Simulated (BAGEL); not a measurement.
# C3H9OP (trimethylphosphine oxide): HF/3-21G (density fitting with cc-pvqz-jkfit)

What is the energy change on altering one bond length of C3H9OP (trimethylphosphine oxide) at HF/3-21G (density fitting with cc-pvqz-jkfit)? 

Program for the calculation: BAGEL 1.2.2.

5 further runs of the same task are left out: 4 that didn't finish, 1 set aside as unsound or not needed.

## (1) The system as given

C3H9OP has 14 atoms, charge 0, and is taken as a singlet. SMILES: `CP(C)(C)=O`. Geometry: relaxed at PBE0-D4/def2-TZVP.

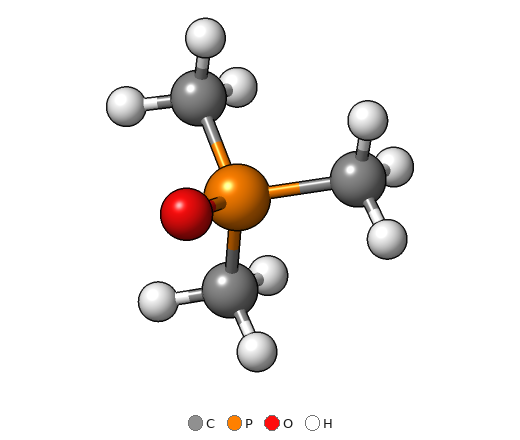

The structure, seen from a chosen angle (carbon grey, phosphorus orange, oxygen red, hydrogen white).

## (2) A single-point energy at HF/3-21G (density fitting with cc-pvqz-jkfit)

Contents of calc.json:

```json
{ "bagel": [

{
  "title": "molecule",
  "basis": "3-21g",
  "df_basis": "cc-pvqz-jkfit",
  "angstrom": true,
  "geometry": [
    { "atom": "C", "xyz": [   -1.560160,    0.537920,    0.164450 ] },
    { "atom": "P", "xyz": [    0.175730,    0.472190,   -0.335040 ] },
    { "atom": "C", "xyz": [    1.094970,    0.292190,    1.210830 ] },
    { "atom": "C", "xyz": [    0.356760,   -1.121410,   -1.168590 ] },
    { "atom": "O", "xyz": [    0.605440,    1.626720,   -1.154260 ] },
    { "atom": "H", "xyz": [   -1.726110,    1.450430,    0.739760 ] },
    { "atom": "H", "xyz": [   -1.846910,   -0.326980,    0.765910 ] },
    { "atom": "H", "xyz": [   -2.182300,    0.578660,   -0.731360 ] },
    { "atom": "H", "xyz": [    0.971390,    1.201840,    1.801140 ] },
    { "atom": "H", "xyz": [    2.154810,    0.175080,    0.978000 ] },
    { "atom": "H", "xyz": [    0.754660,   -0.566620,    1.792780 ] },
    { "atom": "H", "xyz": [    0.032960,   -1.952660,   -0.539130 ] },
    { "atom": "H", "xyz": [    1.404970,   -1.259100,   -1.439700 ] },
    { "atom": "H", "xyz": [   -0.236200,   -1.108280,   -2.084780 ] }
  ]
},
{
  "title": "hf"
},
{
  "title": "print",
  "file": "orbitals.molden",
  "orbitals": true
}

]}
```

Launch:

```console
$ BAGEL_NUM_THREADS=1 BAGEL calc.json > calc.out
```

Output:

```text
* using 1 threads per process

  ===============================================================
  ===============================================================

  *** Geometry ***

  { "atom" : "C", "xyz" : [     -2.948275,      1.016521,      0.310765 ] },
  { "atom" : "P", "xyz" : [      0.332082,      0.892310,     -0.633134 ] },
  { "atom" : "C", "xyz" : [      2.069193,      0.552159,      2.288137 ] },
  { "atom" : "C", "xyz" : [      0.674179,     -2.119158,     -2.208315 ] },
  { "atom" : "O", "xyz" : [      1.144116,      3.074055,     -2.181235 ] },
  { "atom" : "H", "xyz" : [     -3.261875,      2.740915,      1.397944 ] },
  { "atom" : "H", "xyz" : [     -3.490154,     -0.617903,      1.447360 ] },
  { "atom" : "H", "xyz" : [     -4.123949,      1.093509,     -1.382070 ] },
  { "atom" : "H", "xyz" : [      1.835661,      2.271148,      3.403661 ] },
  { "atom" : "H", "xyz" : [      4.072001,      0.330853,      1.848152 ] },
  { "atom" : "H", "xyz" : [      1.426101,     -1.070757,      3.387863 ] },
  { "atom" : "H", "xyz" : [      0.062285,     -3.689993,     -1.018808 ] },
  { "atom" : "H", "xyz" : [      2.655009,     -2.379354,     -2.720639 ] },
  { "atom" : "H", "xyz" : [     -0.446353,     -2.094346,     -3.939663 ] },

  Number of auxiliary basis functions:     1031

  Since a DF basis is specified, we compute 2- and 3-index integrals:
    o Being stored without compression. Storage requirement is 0.037 GB

  Number of basis functions:       67
  Number of electrons      :       50

    * METHOD: MOLECULE                             1.07

  *** RHF ***

  === Nuclear Repulsion ===
   261.3425320130

      * DIIS with orbital gradients will be used.

  === RHF iteration (3-21g) ===
      0       -531.40655234          0.02157320           0.16
      1       -531.52917044          0.01440794           0.16
      2       -531.60907350          0.00220310           0.15
      3       -531.61129521          0.00057918           0.15
      4       -531.61144704          0.00008471           0.15
      5       -531.61145402          0.00001971           0.16
      6       -531.61145455          0.00000496           0.16
      7       -531.61145458          0.00000082           0.16
      8       -531.61145458          0.00000032           0.16
      9       -531.61145458          0.00000008           0.16
     10       -531.61145458          0.00000002           0.16
     11       -531.61145458          0.00000001           0.16
    * SCF iteration converged.

    * Permanent dipole moment:
           (    0.552430,     1.484251,    -1.053198) a.u.

    * METHOD: HF                                   2.17

    * METHOD: PRINT                                0.01

  ===============================================================
```

Wall time 3.6 s (1 thread of Arm Neoverse V2, shared host); peak memory 0.18 GiB.

## (3) The distorted shape

Contents of input.json:

```json
{ "bagel" : [

{
  "title" : "molecule",
  "basis" : "3-21g",
  "df_basis" : "cc-pvqz-jkfit",
  "angstrom" : true,
  "geometry" : [
    { "atom" : "C", "xyz" : [      -1.704980,       1.812764,       0.831271 ] },
    { "atom" : "P", "xyz" : [       0.030910,       1.747034,       0.331781 ] },
    { "atom" : "C", "xyz" : [       0.950150,       1.567034,       1.877651 ] },
    { "atom" : "C", "xyz" : [       0.356760,      -1.121410,      -1.168590 ] },
    { "atom" : "O", "xyz" : [       0.460620,       2.901564,      -0.487439 ] },
    { "atom" : "H", "xyz" : [      -1.870930,       2.725274,       1.406581 ] },
    { "atom" : "H", "xyz" : [      -1.991730,       0.947864,       1.432731 ] },
    { "atom" : "H", "xyz" : [      -2.327120,       1.853504,      -0.064539 ] },
    { "atom" : "H", "xyz" : [       0.826570,       2.476684,       2.467961 ] },
    { "atom" : "H", "xyz" : [       2.009990,       1.449924,       1.644821 ] },
    { "atom" : "H", "xyz" : [       0.609840,       0.708224,       2.459601 ] },
    { "atom" : "H", "xyz" : [       0.032960,      -1.952660,      -0.539130 ] },
    { "atom" : "H", "xyz" : [       1.404970,      -1.259100,      -1.439700 ] },
    { "atom" : "H", "xyz" : [      -0.236200,      -1.108280,      -2.084780 ] }
  ]
},

{ "title" : "hf" },

{ "title" : "print", "file" : "orbitals.molden", "orbitals" : true }

]}
```

Launch:

```console
$ BAGEL_NUM_THREADS=1 BAGEL input.json > input.out
```

Output:

```text
* using 1 threads per process

  ===============================================================
  ===============================================================

  *** Geometry ***

  { "atom" : "C", "xyz" : [     -3.221945,      3.425627,      1.570875 ] },
  { "atom" : "P", "xyz" : [      0.058411,      3.301416,      0.626975 ] },
  { "atom" : "C", "xyz" : [      1.795523,      2.961265,      3.548246 ] },
  { "atom" : "C", "xyz" : [      0.674179,     -2.119158,     -2.208315 ] },
  { "atom" : "O", "xyz" : [      0.870446,      5.483161,     -0.921126 ] },
  { "atom" : "H", "xyz" : [     -3.535545,      5.150021,      2.658053 ] },
  { "atom" : "H", "xyz" : [     -3.763824,      1.791203,      2.707469 ] },
  { "atom" : "H", "xyz" : [     -4.397619,      3.502615,     -0.121961 ] },
  { "atom" : "H", "xyz" : [      1.561991,      4.680254,      4.663770 ] },
  { "atom" : "H", "xyz" : [      3.798331,      2.739959,      3.108261 ] },
  { "atom" : "H", "xyz" : [      1.152431,      1.338349,      4.647972 ] },
  { "atom" : "H", "xyz" : [      0.062285,     -3.689993,     -1.018808 ] },
  { "atom" : "H", "xyz" : [      2.655009,     -2.379354,     -2.720639 ] },
  { "atom" : "H", "xyz" : [     -0.446353,     -2.094346,     -3.939663 ] },

  Number of auxiliary basis functions:     1031

  Since a DF basis is specified, we compute 2- and 3-index integrals:
    o Being stored without compression. Storage requirement is 0.037 GB

  Number of basis functions:       67
  Number of electrons      :       50

    * METHOD: MOLECULE                             1.09

  *** RHF ***

  === Nuclear Repulsion ===
   234.1436531175

      * DIIS with orbital gradients will be used.

  === RHF iteration (3-21g) ===
      0       -531.20671343          0.02282852           0.16
      1       -531.32816356          0.01728367           0.15
      2       -531.44000341          0.00250849           0.15
      3       -531.44268232          0.00117897           0.15
      4       -531.44345782          0.00041943           0.15
      5       -531.44354510          0.00011067           0.16
      6       -531.44355732          0.00005134           0.15
      7       -531.44355980          0.00001158           0.15
      8       -531.44355991          0.00000652           0.15
      9       -531.44355993          0.00000187           0.15
     10       -531.44355994          0.00000123           0.15
     11       -531.44355994          0.00000038           0.15
     12       -531.44355994          0.00000016           0.15
     13       -531.44355994          0.00000005           0.15
     14       -531.44355994          0.00000002           0.15
     15       -531.44355994          0.00000001           0.15
     16       -531.44355994          0.00000000           0.15
    * SCF iteration converged.

    * Permanent dipole moment:
           (    0.597477,     0.960046,    -1.290729) a.u.

    * METHOD: HF                                   2.92

    * METHOD: PRINT                                0.01

  ===============================================================
```

Run time: 4.2 s. Hardware: 1 thread of Arm Neoverse V2, shared host; peak memory 0.18 GiB.

## (4) What came out

Level: HF/3-21G (density fitting with cc-pvqz-jkfit).

| quantity | value |
| --- | --- |
| first shape: total energy | -531.61145 Eh |
| first shape: dipole moment | 4.83 D |
| first shape: HOMO energy | -10.43 eV |
| first shape: LUMO energy | 6.17 eV |
| first shape: HOMO–LUMO gap | 16.60 eV |
| distorted shape: total energy | -531.44356 Eh |
| distorted shape: dipole moment | 4.36 D |
| distorted shape: HOMO energy | -7.33 eV |
| distorted shape: LUMO energy | 0.41 eV |
| distorted shape: HOMO–LUMO gap | 7.73 eV |
| energy change with the P2–C4 bond stretched from 1.808 to 3.254 Å | 4.569 eV |

In words: One bond (distorted shape) is far stretched, which a spin-restricted single reference describes badly; a broken-symmetry solution may lie lower. With the P2–C4 bond stretched from 1.808 to 3.254 Å the energy rises by 4.57 eV (105 kcal/mol). The first shape isn't relaxed at this level, so the change isn't measured from a minimum. A restricted reference can't describe the breaking bond well at this length.
